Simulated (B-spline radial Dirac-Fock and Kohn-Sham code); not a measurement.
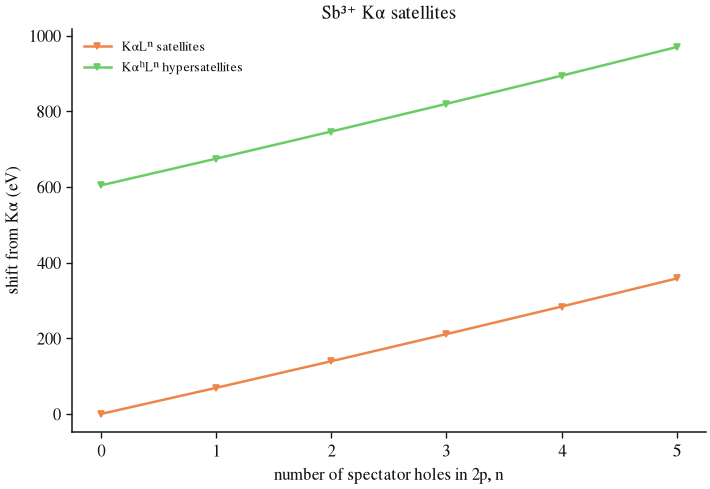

**Figure.** Shifts of Kα satellites and hypersatellites with the number of spectator holes in 2p, counted from the Kα line without spectators. Species: Sb³⁺. Computed with a B-spline radial code: Dirac–Fock ΔSCF (average of configuration, Fermi nucleus, Breit and QED terms, no correlation).

What can be read from it?

The Kα centroid lies at 26.274 keV. One spectator hole shifts it by 69.1 eV and 5 holes by 358 eV; the steps grow from 69.1 eV to 74.2 eV. The hypersatellite (both 1s electrons missing) lies 604 eV above Kα as an average over its terms.
